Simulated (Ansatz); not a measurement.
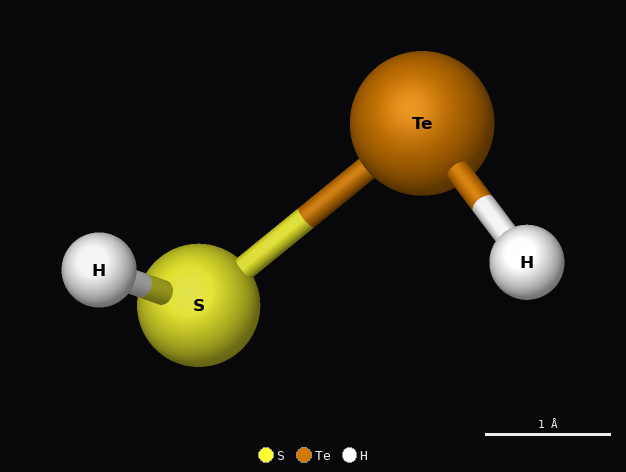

The picture shows a molecular structure as a ball-and-stick model. Every bond is drawn as one stick, whatever its order.

Computed geometry: PBE0-D4/def2-TZVP optimisation. No frequency run is at hand to confirm it as a minimum.

Question: Count the atoms of each element.

Answer: H₂STe, 4 atoms: 2 hydrogen, 1 sulfur and 1 tellurium.

Question: Count the bonded pairs by element.

Answer: 1 S–Te, 1 Te–H, 1 S–H. Sticks follow a distance rule.

The parts below concern this one geometry. Atoms keep their numbers from picture to picture.

**Electronic properties**

No frequency run is at hand to confirm it as a minimum. Method: RKS PBE0-D4/def2-TZVPP, core potentials on Te (Ansatz 0.2.0).

Question: Give the HOMO energy (Kohn–Sham orbital) at this level.

Answer: −6.67 eV.

Question: Estimate the HOMO–LUMO gap.

Answer: 4.91 eV.

**Dipole moment**

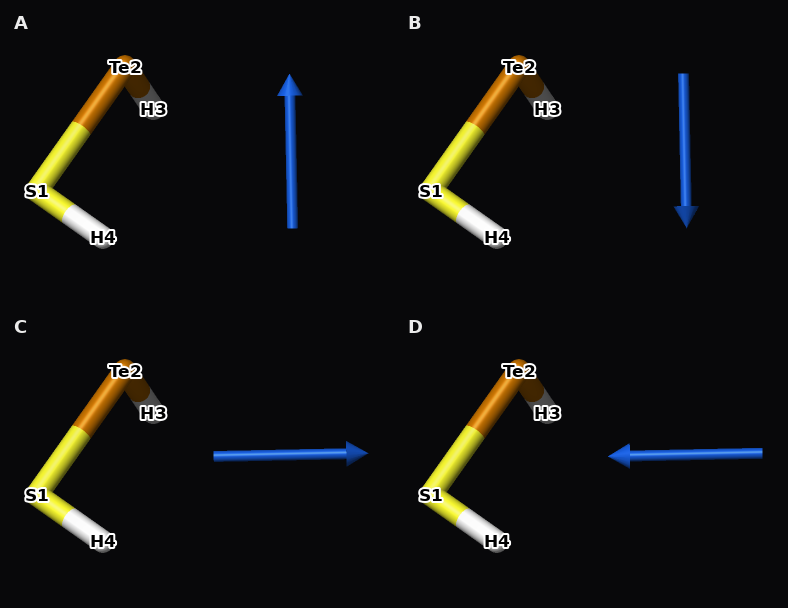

The same molecule four times, each with an arrow. No frequency run is at hand to confirm it as a minimum. Properties computed with RKS PBE0-D4/def2-TZVP, core potentials on Te (Ansatz 0.2.0).

Question: Which arrow points along the dipole moment, from the negative to the positive end?

Answer: C. The dipole moment is 1.10 D; it points from the side of S1 to the side of H3 (the outermost atoms at the two ends).

**Charges**

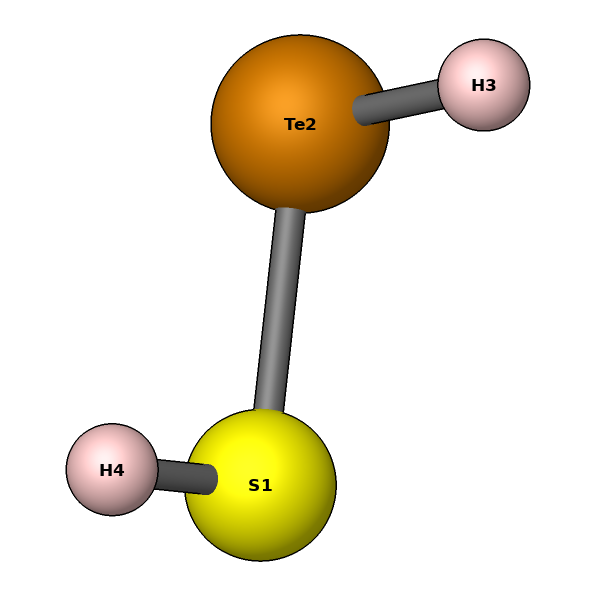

The questions are on Mulliken charges. No frequency run is at hand to confirm it as a minimum. Method: RKS PBE0-D4/def2-TZVP, core potentials on Te (Ansatz 0.2.0).

Question: Which atom carries the highest charge (most positive or least negative)?

Answer: H4 (0.18 e).

Question: And the lowest?

Answer: S1 (−0.30 e).

Give the Mulliken charges atom by atom.

```csv
atom,value (e)
S1,−0.30
Te2,0.05
H3,0.07
H4,0.18
```

Mulliken values depend strongly on the basis set and can even reverse the polarity of a bond.
